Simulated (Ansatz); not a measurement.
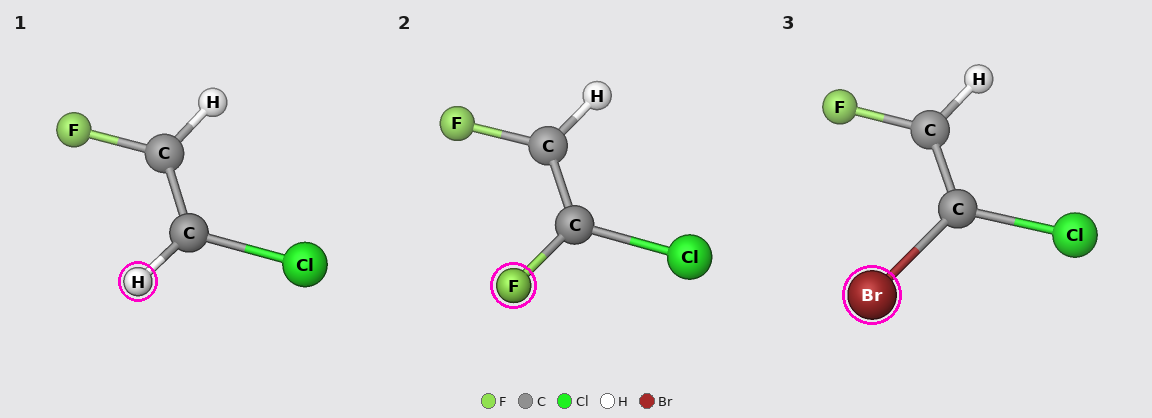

3 molecules with one skeleton, seen from the same side and at one scale; the atom that differs is circled. Each species is neutral and a spin singlet. Computed geometries: PBE0-D4/def2-TZVP optimisations, one conformation each. Properties computed with Ansatz 0.2.0.

One atom differs, called X below: H in panel 1, F in panel 2, Br in panel 3. Their formulas are C2H2ClF (`F/C=C/Cl`), C2HClF2 (`F/C=C(\F)Cl`), C2HBrClF (`F/C=C(/Cl)Br`).

**Rank them by the length of X–C, lowest first (PBE0-D4/def2-TZVP).**

1 (H), 2 (F), 3 (Br).

**Rank them by the harmonic zero-point energy, lowest first (PBE0-D4/def2-TZVP).**

3 (Br), 2 (F), 1 (H).

Give the values. With PBE0-D4/def2-TZVP: length of X–C (Å), angle Cl–C–X (°), dipole moment (D), harmonic zero-point energy (kJ/mol). With ωB97M-V/def2-QZVPP: HOMO energy (Kohn–Sham orbital) (eV), HOMO–LUMO gap (eV).

```
                            quantity  1 (H)  2 (F)  3 (Br)
                   length of X–C (Å)  1.082  1.320   1.867
                    angle Cl–C–X (°)  116.0  114.4   117.5
HOMO energy (Kohn–Sham orbital) (eV)  −9.67  −9.73   −9.55
                  HOMO–LUMO gap (eV)  11.48  11.78   10.94
                   dipole moment (D)   0.16   1.49    1.07
 harmonic zero-point energy (kJ/mol)   93.3   73.8    68.4
```
